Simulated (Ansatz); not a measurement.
# BGeH₆ (doublet): B2PLYP, RPA-PBE over a scan of the distance B1–H4 along a hydrogen transfer, cc-pVDZ

Aim: run BGeH₆ (doublet) with these functionals over a scan of the distance B1–H4 along a hydrogen transfer, and hold them against the top wave-function level at the same points.

Method: cc-pVDZ, all electrons in the functionals, frozen cores in the correlation of double hybrids and RPA; program: Ansatz 0.2.0, Gaussian basis.

Plan: B2PLYP, RPA-PBE, at 1.194 Å; 1.243 Å; 1.342 Å; 1.441 Å; 1.540 Å.

## (1) What is computed

The geometry derives from fragments relaxed apart (PBE0/def2-TZVP) and kept rigid, so it is no stationary point. A hydrogen atom is moved between rigid fragments. No spin-orbit coupling is included. The filled d shell of Ge may be among the frozen orbitals whatever the setting's name suggests; the logs give the count.

8 atoms, charge 0, spin multiplicity 2.

Atoms are counted from 1 here; the program's logs count them from 0.

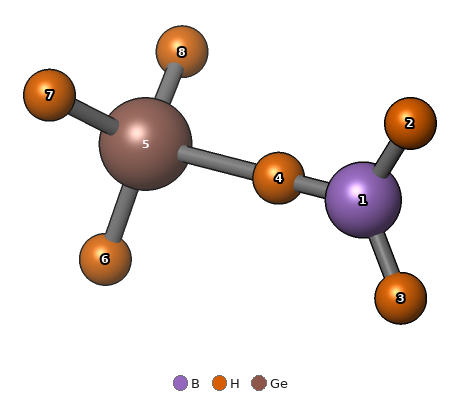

The geometry (boron purple, hydrogen orange, germanium brown); atoms are numbered from 1 in the order of the file.

Geometry (Å):

```csv
atom,x (Å),y (Å),z (Å)
B1,-2.6113,0.0000,0.0000
H2,-3.2080,1.0336,0.0000
H3,-3.2080,-1.0336,0.0000
H4,-1.4178,0.0000,0.0000
Ge5,0.4587,0.0000,0.0000
H6,0.9274,-1.4659,0.0000
H7,0.9274,0.7330,-1.2695
H8,0.9274,0.7330,1.2695
```

No dispersion term is added.

The geometry shown and the zero of energy belong to the point 1.194 Å. The yardstick, UCCSDT(Q), and other wave-function levels (R restricted, U unrestricted, valence and pair active spaces) come from earlier runs.

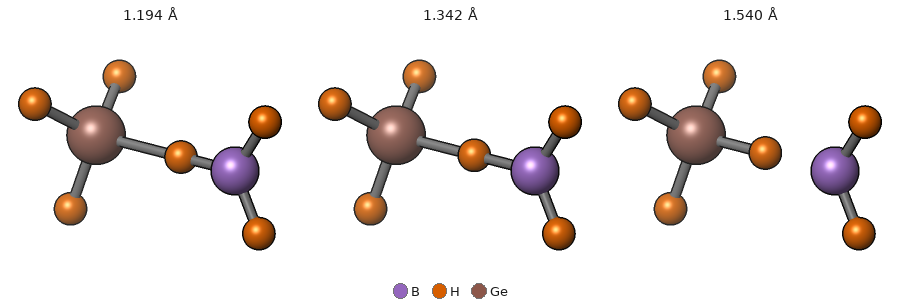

Three points of the scan; sticks are drawn by distance.

## (2) B2PLYP, 1.194 Å

in.yaml reads:

```yaml
crystal:
  periodic: [false, false, false]
  atoms:
    - {symbol: B, position_ang: [-2.611270, 0.000000, -0.000001]}
    - {symbol: H, position_ang: [-3.208003, 1.033572, -0.000001]}
    - {symbol: H, position_ang: [-3.208003, -1.033571, -0.000002]}
    - {symbol: H, position_ang: [-1.417805, 0.000000, -0.000001]}
    - {symbol: Ge, position_ang: [0.458730, 0.000000, 0.000000]}
    - {symbol: H, position_ang: [0.927398, -1.465915, 0.000000]}
    - {symbol: H, position_ang: [0.927400, 0.732957, -1.269519]}
    - {symbol: H, position_ang: [0.927398, 0.732957, 1.269520]}
basis:
  gaussian: {orbitals: cc-pVDZ}
magnetization: {spin_polarized: true, initial_magnetization: 1}
hamiltonian: {xc: {name: B2PLYP}}
correlation: {electrons: outside_noble_gas}
```

Launch:

```bash
> ansatz run in.yaml --threads 1 --pin off --events-out ev --progress --plain --max-ram 2816MiB --backend cpu
```

Log:

```text
Functional definition: B2PLYP
  name "B2PLYP"
  cite "Grimme, J. Chem. Phys. 124, 034108 (2006) doi:10.1063/1.2148954"
  cite "Becke, Phys. Rev. A 38, 3098 (1988) doi:10.1103/PhysRevA.38.3098"
  cite "Lee, Yang & Parr, Phys. Rev. B 37, 785 (1988) doi:10.1103/PhysRevB.37.785"
  parameter a = 0.53
  parameter c = 0.27
  exchange = (1 - a)*b88_x + a*exact_x
  correlation = (1 - c)*lyp_c + c*(mp2_os + mp2_ss)
714 factors; integrals over basis functions are off by at most 1.2e-3 eV
mean field evaluation 1: about -57272.9081 eV, gradient 6.3e0 eV
mean field evaluation 2: about -57272.9268 eV, gradient 6.3e0 eV
mean field evaluation 4: about -57273.2806 eV, gradient 6.4e-1 eV
mean field evaluation 8: about -57273.2850 eV, gradient 2.5e-2 eV
mean field evaluation 16: about -57273.2850 eV, gradient 3.9e-5 eV
mean field -57273.28502617 eV, -2104.7544034850 hartree, gradient 8.4e-6 eV, S^2 0.754291; 2 other end points of the search recorded, 0 dependent functions left out
15 core orbitals not correlated: weight in the atoms' cores, before any rotation towards them, 0.999 or more for the frozen orbitals, at most 0.001 for the correlated occupied ones
reference -57273.28519691 eV, -2104.7544097595 hartree; 7, 6 occupied and 49, 50 virtual orbitals, 714 factors
second order -6.49821260 eV of doubles, -0.00000000 eV of singles
Total energy: -57275.03971431 eV, -2104.8188870848 hartree
```

Run time: 3.2 s. Hardware: 1 thread of AMD EPYC 7R13, shared host.

From the report: ⟨S²⟩ of the determinant 0.754 (pure doublet: 0.75).

## (3) B2PLYP, 1.243 Å

in.yaml reads:

```yaml
crystal:
  periodic: [false, false, false]
  atoms:
    - {symbol: B, position_ang: [-2.611828, 0.000000, -0.000001]}
    - {symbol: H, position_ang: [-3.208561, 1.033572, -0.000001]}
    - {symbol: H, position_ang: [-3.208561, -1.033571, -0.000002]}
    - {symbol: H, position_ang: [-1.368828, 0.000000, -0.000001]}
    - {symbol: Ge, position_ang: [0.458172, 0.000000, 0.000000]}
    - {symbol: H, position_ang: [0.926840, -1.465915, 0.000000]}
    - {symbol: H, position_ang: [0.926842, 0.732957, -1.269519]}
    - {symbol: H, position_ang: [0.926841, 0.732957, 1.269520]}
basis:
  gaussian: {orbitals: cc-pVDZ}
magnetization: {spin_polarized: true, initial_magnetization: 1}
hamiltonian: {xc: {name: B2PLYP}}
correlation: {electrons: outside_noble_gas}
```

Same command.

Log (excerpt; [...] marks lines left out):

```text
Functional definition: B2PLYP
  name "B2PLYP"
  cite "Grimme, J. Chem. Phys. 124, 034108 (2006) doi:10.1063/1.2148954"
  cite "Becke, Phys. Rev. A 38, 3098 (1988) doi:10.1103/PhysRevA.38.3098"
  cite "Lee, Yang & Parr, Phys. Rev. B 37, 785 (1988) doi:10.1103/PhysRevB.37.785"
[...]
714 factors; integrals over basis functions are off by at most 1.2e-3 eV
[...]
mean field -57273.24586975 eV, -2104.7529645129 hartree, gradient 1.4e-6 eV, S^2 0.755041; 2 other end points of the search recorded, 0 dependent functions left out
15 core orbitals not correlated: weight in the atoms' cores, before any rotation towards them, 0.999 or more for the frozen orbitals, at most 0.001 for the correlated occupied ones
reference -57273.24604061 eV, -2104.7529707919 hartree; 7, 6 occupied and 49, 50 virtual orbitals, 714 factors
second order -6.53199887 eV of doubles, -0.00000000 eV of singles
Total energy: -57275.00968030 eV, -2104.8177833552 hartree
```

Run time: 3.4 s. Hardware: 1 thread of AMD EPYC 7R13, shared host.

From the report: ⟨S²⟩ of the determinant 0.755 (pure doublet: 0.75).

From 1.194 Å: +0.030 eV.

## (4) B2PLYP, 1.342 Å

in.yaml reads:

```yaml
crystal:
  periodic: [false, false, false]
  atoms:
    - {symbol: B, position_ang: [-2.612943, 0.000000, -0.000001]}
    - {symbol: H, position_ang: [-3.209676, 1.033572, -0.000001]}
    - {symbol: H, position_ang: [-3.209676, -1.033571, -0.000002]}
    - {symbol: H, position_ang: [-1.270943, 0.000000, -0.000001]}
    - {symbol: Ge, position_ang: [0.457057, 0.000000, 0.000000]}
    - {symbol: H, position_ang: [0.925725, -1.465915, 0.000000]}
    - {symbol: H, position_ang: [0.925727, 0.732957, -1.269519]}
    - {symbol: H, position_ang: [0.925726, 0.732957, 1.269520]}
basis:
  gaussian: {orbitals: cc-pVDZ}
magnetization: {spin_polarized: true, initial_magnetization: 1}
hamiltonian: {xc: {name: B2PLYP}}
correlation: {electrons: outside_noble_gas}
```

Same command.

Log (excerpt; [...] marks lines left out):

```text
Functional definition: B2PLYP
  name "B2PLYP"
  cite "Grimme, J. Chem. Phys. 124, 034108 (2006) doi:10.1063/1.2148954"
  cite "Becke, Phys. Rev. A 38, 3098 (1988) doi:10.1103/PhysRevA.38.3098"
  cite "Lee, Yang & Parr, Phys. Rev. B 37, 785 (1988) doi:10.1103/PhysRevB.37.785"
[...]
714 factors; integrals over basis functions are off by at most 1.2e-3 eV
[...]
mean field -57273.07999572 eV, -2104.7468687547 hartree, gradient 1.7e-6 eV, S^2 0.756952; 2 other end points of the search recorded, 0 dependent functions left out
15 core orbitals not correlated: weight in the atoms' cores, before any rotation towards them, 0.999 or more for the frozen orbitals, at most 0.001 for the correlated occupied ones
reference -57273.08016678 eV, -2104.7468750410 hartree; 7, 6 occupied and 49, 50 virtual orbitals, 714 factors
second order -6.58264257 eV of doubles, -0.00000000 eV of singles
Total energy: -57274.85748027 eV, -2104.8121901071 hartree
```

Run time: 3.5 s. Hardware: 1 thread of AMD EPYC 7R13, shared host.

From the report: ⟨S²⟩ of the determinant 0.757 (pure doublet: 0.75).

From 1.194 Å: +0.182 eV.

## (5) B2PLYP, 1.441 Å

in.yaml reads:

```yaml
crystal:
  periodic: [false, false, false]
  atoms:
    - {symbol: B, position_ang: [-2.614058, 0.000000, -0.000001]}
    - {symbol: H, position_ang: [-3.210791, 1.033572, -0.000001]}
    - {symbol: H, position_ang: [-3.210791, -1.033571, -0.000002]}
    - {symbol: H, position_ang: [-1.173058, 0.000000, -0.000001]}
    - {symbol: Ge, position_ang: [0.455942, 0.000000, 0.000000]}
    - {symbol: H, position_ang: [0.924610, -1.465915, 0.000000]}
    - {symbol: H, position_ang: [0.924612, 0.732957, -1.269519]}
    - {symbol: H, position_ang: [0.924611, 0.732957, 1.269520]}
basis:
  gaussian: {orbitals: cc-pVDZ}
magnetization: {spin_polarized: true, initial_magnetization: 1}
hamiltonian: {xc: {name: B2PLYP}}
correlation: {electrons: outside_noble_gas}
```

Same command.

Log (excerpt; [...] marks lines left out):

```text
Functional definition: B2PLYP
  name "B2PLYP"
  cite "Grimme, J. Chem. Phys. 124, 034108 (2006) doi:10.1063/1.2148954"
  cite "Becke, Phys. Rev. A 38, 3098 (1988) doi:10.1103/PhysRevA.38.3098"
  cite "Lee, Yang & Parr, Phys. Rev. B 37, 785 (1988) doi:10.1103/PhysRevB.37.785"
[...]
714 factors; integrals over basis functions are off by at most 1.1e-3 eV
[...]
mean field -57272.87546541 eV, -2104.7393524043 hartree, gradient 2.0e-7 eV, S^2 0.758376; 2 other end points of the search recorded, 0 dependent functions left out
15 core orbitals not correlated: weight in the atoms' cores, before any rotation towards them, 0.999 or more for the frozen orbitals, at most 0.001 for the correlated occupied ones
reference -57272.87563646 eV, -2104.7393586904 hartree; 7, 6 occupied and 49, 50 virtual orbitals, 714 factors
second order -6.59161684 eV of doubles, -0.00000000 eV of singles
Total energy: -57274.65537301 eV, -2104.8047628022 hartree
```

It took 7.5 s on 1 thread of AMD EPYC 7R13, shared host; peak memory 0.28 GiB.

From the report: ⟨S²⟩ of the determinant 0.758 (pure doublet: 0.75).

From 1.194 Å: +0.384 eV.

## (6) B2PLYP, 1.540 Å

in.yaml reads:

```yaml
crystal:
  periodic: [false, false, false]
  atoms:
    - {symbol: B, position_ang: [-2.615172, 0.000000, -0.000001]}
    - {symbol: H, position_ang: [-3.211906, 1.033572, -0.000001]}
    - {symbol: H, position_ang: [-3.211906, -1.033571, -0.000002]}
    - {symbol: H, position_ang: [-1.075172, 0.000000, -0.000001]}
    - {symbol: Ge, position_ang: [0.454828, 0.000000, 0.000000]}
    - {symbol: H, position_ang: [0.923495, -1.465915, 0.000000]}
    - {symbol: H, position_ang: [0.923497, 0.732957, -1.269519]}
    - {symbol: H, position_ang: [0.923496, 0.732957, 1.269520]}
basis:
  gaussian: {orbitals: cc-pVDZ}
magnetization: {spin_polarized: true, initial_magnetization: 1}
hamiltonian: {xc: {name: B2PLYP}}
correlation: {electrons: outside_noble_gas}
```

Launched as before.

Log (excerpt; [...] marks lines left out):

```text
Functional definition: B2PLYP
  name "B2PLYP"
  cite "Grimme, J. Chem. Phys. 124, 034108 (2006) doi:10.1063/1.2148954"
  cite "Becke, Phys. Rev. A 38, 3098 (1988) doi:10.1103/PhysRevA.38.3098"
  cite "Lee, Yang & Parr, Phys. Rev. B 37, 785 (1988) doi:10.1103/PhysRevB.37.785"
[...]
715 factors; integrals over basis functions are off by at most 1.2e-3 eV
[...]
mean field -57272.66865232 eV, -2104.7317521637 hartree, gradient 2.9e-9 eV, S^2 0.757925; 2 other end points of the search recorded, 0 dependent functions left out
15 core orbitals not correlated: weight in the atoms' cores, before any rotation towards them, 0.999 or more for the frozen orbitals, at most 0.001 for the correlated occupied ones
reference -57272.66882307 eV, -2104.7317584387 hartree; 7, 6 occupied and 49, 50 virtual orbitals, 715 factors
second order -6.54939910 eV of doubles, -0.00000000 eV of singles
Total energy: -57274.43716083 eV, -2104.7967436526 hartree
```

It took 14 s on 1 thread of AMD EPYC 7R13, shared host; peak memory 0.28 GiB.

From the report: ⟨S²⟩ of the determinant 0.758 (pure doublet: 0.75).

From 1.194 Å: +0.603 eV.

## (7) RPA-PBE, 1.194 Å

in.yaml reads:

```yaml
crystal:
  periodic: [false, false, false]
  atoms:
    - {symbol: B, position_ang: [-2.611270, 0.000000, -0.000001]}
    - {symbol: H, position_ang: [-3.208003, 1.033572, -0.000001]}
    - {symbol: H, position_ang: [-3.208003, -1.033571, -0.000002]}
    - {symbol: H, position_ang: [-1.417805, 0.000000, -0.000001]}
    - {symbol: Ge, position_ang: [0.458730, 0.000000, 0.000000]}
    - {symbol: H, position_ang: [0.927398, -1.465915, 0.000000]}
    - {symbol: H, position_ang: [0.927400, 0.732957, -1.269519]}
    - {symbol: H, position_ang: [0.927398, 0.732957, 1.269520]}
basis:
  gaussian: {orbitals: cc-pVDZ}
magnetization: {spin_polarized: true, initial_magnetization: 1}
hamiltonian: {xc: {name: PBE}}
correlation: {method: rpa, electrons: outside_noble_gas}
```

The command is unchanged.

Log (excerpt; [...] marks lines left out):

```text
Functional definition: PBE
  name "PBE"
  cite "Perdew, Burke & Ernzerhof, Phys. Rev. Lett. 77, 3865 (1996) doi:10.1103/PhysRevLett.77.3865"
  parent pbe
[...]
714 factors; integrals over basis functions are off by at most 1.2e-3 eV
[...]
mean field -57277.38090639 eV, -2104.9049243068 hartree, gradient 3.0e-6 eV, S^2 0.752530; 8 other end points of the search recorded, 0 dependent functions left out
15 core orbitals not correlated: weight in the atoms' cores, before any rotation towards them, 0.998 or more for the frozen orbitals, at most 0.001 for the correlated occupied ones
reference -57235.03183929 eV, -2103.3486247960 hartree; 7, 6 occupied and 49, 50 virtual orbitals, 714 factors
Total energy: -57246.46274670 eV, -2103.7687028951 hartree
```

Wall time 11 s (1 thread of AMD EPYC 7R13, shared host).

From the report: ⟨S²⟩ of the determinant 0.753 (pure doublet: 0.75).

## (8) RPA-PBE, 1.243 Å

in.yaml reads:

```yaml
crystal:
  periodic: [false, false, false]
  atoms:
    - {symbol: B, position_ang: [-2.611828, 0.000000, -0.000001]}
    - {symbol: H, position_ang: [-3.208561, 1.033572, -0.000001]}
    - {symbol: H, position_ang: [-3.208561, -1.033571, -0.000002]}
    - {symbol: H, position_ang: [-1.368828, 0.000000, -0.000001]}
    - {symbol: Ge, position_ang: [0.458172, 0.000000, 0.000000]}
    - {symbol: H, position_ang: [0.926840, -1.465915, 0.000000]}
    - {symbol: H, position_ang: [0.926842, 0.732957, -1.269519]}
    - {symbol: H, position_ang: [0.926841, 0.732957, 1.269520]}
basis:
  gaussian: {orbitals: cc-pVDZ}
magnetization: {spin_polarized: true, initial_magnetization: 1}
hamiltonian: {xc: {name: PBE}}
correlation: {method: rpa, electrons: outside_noble_gas}
```

The command is unchanged.

Log (excerpt; [...] marks lines left out):

```text
Functional definition: PBE
  name "PBE"
  cite "Perdew, Burke & Ernzerhof, Phys. Rev. Lett. 77, 3865 (1996) doi:10.1103/PhysRevLett.77.3865"
  parent pbe
[...]
714 factors; integrals over basis functions are off by at most 1.2e-3 eV
[...]
mean field -57277.38821402 eV, -2104.9051928570 hartree, gradient 1.6e-6 eV, S^2 0.753197; 8 other end points of the search recorded, 0 dependent functions left out
15 core orbitals not correlated: weight in the atoms' cores, before any rotation towards them, 0.998 or more for the frozen orbitals, at most 0.001 for the correlated occupied ones
reference -57234.87645022 eV, -2103.3429143530 hartree; 7, 6 occupied and 49, 50 virtual orbitals, 714 factors
Total energy: -57246.43790549 eV, -2103.7677899975 hartree
```

It took 10 s on 1 thread of AMD EPYC 7R13, shared host.

From the report: ⟨S²⟩ of the determinant 0.753 (pure doublet: 0.75).

From 1.194 Å: +0.025 eV.

## (9) RPA-PBE, 1.342 Å

in.yaml reads:

```yaml
crystal:
  periodic: [false, false, false]
  atoms:
    - {symbol: B, position_ang: [-2.612943, 0.000000, -0.000001]}
    - {symbol: H, position_ang: [-3.209676, 1.033572, -0.000001]}
    - {symbol: H, position_ang: [-3.209676, -1.033571, -0.000002]}
    - {symbol: H, position_ang: [-1.270943, 0.000000, -0.000001]}
    - {symbol: Ge, position_ang: [0.457057, 0.000000, 0.000000]}
    - {symbol: H, position_ang: [0.925725, -1.465915, 0.000000]}
    - {symbol: H, position_ang: [0.925727, 0.732957, -1.269519]}
    - {symbol: H, position_ang: [0.925726, 0.732957, 1.269520]}
basis:
  gaussian: {orbitals: cc-pVDZ}
magnetization: {spin_polarized: true, initial_magnetization: 1}
hamiltonian: {xc: {name: PBE}}
correlation: {method: rpa, electrons: outside_noble_gas}
```

The command is unchanged.

Log (excerpt; [...] marks lines left out):

```text
Functional definition: PBE
  name "PBE"
  cite "Perdew, Burke & Ernzerhof, Phys. Rev. Lett. 77, 3865 (1996) doi:10.1103/PhysRevLett.77.3865"
  parent pbe
[...]
714 factors; integrals over basis functions are off by at most 1.2e-3 eV
[...]
mean field -57277.31501521 eV, -2104.9025028504 hartree, gradient 1.2e-6 eV, S^2 0.753323; 9 other end points of the search recorded, 0 dependent functions left out
15 core orbitals not correlated: weight in the atoms' cores, before any rotation towards them, 0.998 or more for the frozen orbitals, at most 0.001 for the correlated occupied ones
reference -57234.61371155 eV, -2103.3332588849 hartree; 7, 6 occupied and 49, 50 virtual orbitals, 714 factors
Total energy: -57246.32617498 eV, -2103.7636839771 hartree
```

Wall time 11 s (1 thread of AMD EPYC 7R13, shared host).

From the report: ⟨S²⟩ of the determinant 0.753 (pure doublet: 0.75).

From 1.194 Å: +0.137 eV.

## (10) RPA-PBE, 1.441 Å

in.yaml reads:

```yaml
crystal:
  periodic: [false, false, false]
  atoms:
    - {symbol: B, position_ang: [-2.614058, 0.000000, -0.000001]}
    - {symbol: H, position_ang: [-3.210791, 1.033572, -0.000001]}
    - {symbol: H, position_ang: [-3.210791, -1.033571, -0.000002]}
    - {symbol: H, position_ang: [-1.173058, 0.000000, -0.000001]}
    - {symbol: Ge, position_ang: [0.455942, 0.000000, 0.000000]}
    - {symbol: H, position_ang: [0.924610, -1.465915, 0.000000]}
    - {symbol: H, position_ang: [0.924612, 0.732957, -1.269519]}
    - {symbol: H, position_ang: [0.924611, 0.732957, 1.269520]}
basis:
  gaussian: {orbitals: cc-pVDZ}
magnetization: {spin_polarized: true, initial_magnetization: 1}
hamiltonian: {xc: {name: PBE}}
correlation: {method: rpa, electrons: outside_noble_gas}
```

Same command.

Log (excerpt; [...] marks lines left out):

```text
Functional definition: PBE
  name "PBE"
  cite "Perdew, Burke & Ernzerhof, Phys. Rev. Lett. 77, 3865 (1996) doi:10.1103/PhysRevLett.77.3865"
  parent pbe
[...]
714 factors; integrals over basis functions are off by at most 1.1e-3 eV
[...]
mean field -57277.16669719 eV, -2104.8970522638 hartree, gradient 1.5e-6 eV, S^2 0.752775; 8 other end points of the search recorded, 0 dependent functions left out
15 core orbitals not correlated: weight in the atoms' cores, before any rotation towards them, 0.998 or more for the frozen orbitals, at most 0.001 for the correlated occupied ones
reference -57234.45130662 eV, -2103.3272906136 hartree; 7, 6 occupied and 49, 50 virtual orbitals, 714 factors
Total energy: -57246.16492475 eV, -2103.7577581404 hartree
```

It took 8.5 s on 1 thread of AMD EPYC 7R13, shared host; peak memory 0.28 GiB.

From the report: ⟨S²⟩ of the determinant 0.753 (pure doublet: 0.75).

From 1.194 Å: +0.298 eV.

## (11) RPA-PBE, 1.540 Å

in.yaml reads:

```yaml
crystal:
  periodic: [false, false, false]
  atoms:
    - {symbol: B, position_ang: [-2.615172, 0.000000, -0.000001]}
    - {symbol: H, position_ang: [-3.211906, 1.033572, -0.000001]}
    - {symbol: H, position_ang: [-3.211906, -1.033571, -0.000002]}
    - {symbol: H, position_ang: [-1.075172, 0.000000, -0.000001]}
    - {symbol: Ge, position_ang: [0.454828, 0.000000, 0.000000]}
    - {symbol: H, position_ang: [0.923495, -1.465915, 0.000000]}
    - {symbol: H, position_ang: [0.923497, 0.732957, -1.269519]}
    - {symbol: H, position_ang: [0.923496, 0.732957, 1.269520]}
basis:
  gaussian: {orbitals: cc-pVDZ}
magnetization: {spin_polarized: true, initial_magnetization: 1}
hamiltonian: {xc: {name: PBE}}
correlation: {method: rpa, electrons: outside_noble_gas}
```

Launched as before.

Log (excerpt; [...] marks lines left out):

```text
Functional definition: PBE
  name "PBE"
  cite "Perdew, Burke & Ernzerhof, Phys. Rev. Lett. 77, 3865 (1996) doi:10.1103/PhysRevLett.77.3865"
  parent pbe
[...]
715 factors; integrals over basis functions are off by at most 1.2e-3 eV
[...]
mean field -57276.94469886 eV, -2104.8888939757 hartree, gradient 2.0e-6 eV, S^2 0.752431; 8 other end points of the search recorded, 0 dependent functions left out
15 core orbitals not correlated: weight in the atoms' cores, before any rotation towards them, 0.998 or more for the frozen orbitals, at most 0.001 for the correlated occupied ones
reference -57234.33520950 eV, -2103.3230241232 hartree; 7, 6 occupied and 49, 50 virtual orbitals, 715 factors
Total energy: -57245.95283946 eV, -2103.7499641496 hartree
```

Wall time 9 s (1 thread of AMD EPYC 7R13, shared host); peak memory 0.28 GiB.

From the report: ⟨S²⟩ of the determinant 0.752 (pure doublet: 0.75).

From 1.194 Å: +0.510 eV.

## (12) The comparison

The yardstick is UCCSDT(Q), where the cluster series has nearly closed. It comes from earlier runs at the same points. Energies in eV, counted from 1.194 Å; blanks weren't run or aren't comparable.

```csv
level,1.194 Å,1.243 Å,1.342 Å,1.441 Å,1.540 Å
UCCSDT(Q),0.000,0.033,0.193,0.400,0.577
B2PLYP,0.000,0.030,0.182,0.384,0.603
RPA-PBE,0.000,0.025,0.137,0.298,0.510
```

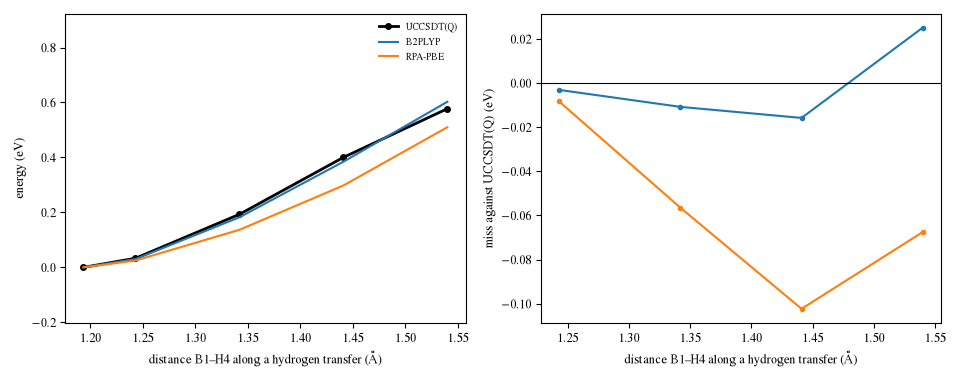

Left: the curves (the axis may cut off levels that run far away). Right: misses against UCCSDT(Q), in the same colours.

Largest miss and mean time a point (UCCSDT(Q) took 6.3 s a point; shared hosts):

```csv
level,largest miss (eV),where,time a point
B2PLYP,+0.025,1.540 Å,6.3 s
RPA-PBE,-0.102,1.441 Å,9.7 s
```

## (13) What came out

| quantity | value |
| --- | --- |
| span of the UCCSDT(Q) curve | 0.577 eV |
| largest miss, B2PLYP | +0.025 eV (1.540 Å) |
| largest miss, RPA-PBE | -0.102 eV (1.441 Å) |

Of the functionals, B2PLYP keep the smallest largest miss at the points compared (at most 0.025 eV) and RPA-PBE strays most (0.102 eV, at 1.441 Å). Functionals and the yardstick converge differently with the basis, so part of each miss in cc-pVDZ is the basis.
